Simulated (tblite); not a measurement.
# C5H10N2OSi: the cost of one run

Programs: tblite 0.8.0 and PySCF 2.14.0, with density-fitted response routines of our own. Each step states its level of theory. These are calculated values for one molecule in the gas phase, unless marked as measured. Atoms count from 0, in the outputs and in this text.

### Step 1. The starting structure

19 atoms, charge 0, multiplicity 1; geometry from: force field or distance geometry start.

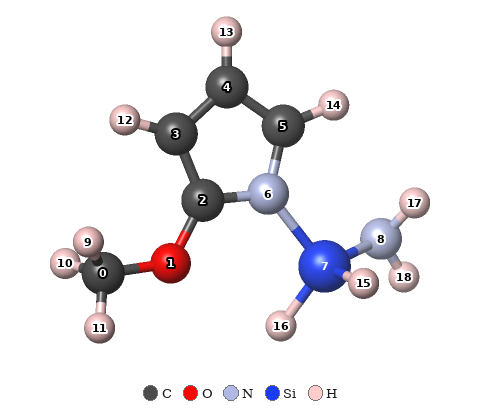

As it starts; carbon dark grey, oxygen red, nitrogen light blue, silicon blue, hydrogen pink, atoms numbered.

### Step 2. Geometry optimisation with GFN2-xTB

Job settings and geometry (Å):

```
{"job": {"kind": "relax", "xc": "GFN2-xTB", "basis": "xTB"}, "charge": 0, "multiplicity": 1}
C     -2.424000    -1.830900    -0.494300
O     -1.144200    -1.341900    -0.258400
C     -0.780600    -0.009400    -0.163100
C     -1.568600     1.128800    -0.303400
C     -0.779100     2.240800    -0.127000
C      0.487500     1.748400     0.090600
N      0.472200     0.400800     0.067600
Si     1.870300    -0.722600     0.317400
N      3.290400     0.126300    -0.296800
H     -3.223000    -1.373200     0.149400
H     -2.718400    -1.719500    -1.553000
H     -2.420100    -2.907600    -0.197300
H     -2.639800     1.165100    -0.480800
H     -1.007100     3.279500    -0.166300
H      1.385800     2.366400     0.268500
H      2.012300    -1.000700     1.766800
H      1.590800    -1.979900    -0.427200
H      3.508200     0.899600     0.355200
H      4.077500    -0.460700    -0.540000
```

Launch:

```console
> OMP_NUM_THREADS=1 python probes_run.py task.json out
```

This one command runs all jobs of the session in turn.

Q: Estimate the wall time and peak memory of this first job on 1 thread of AMD EPYC, shared host.

About 3 s, with a peak of 0.18 GiB.
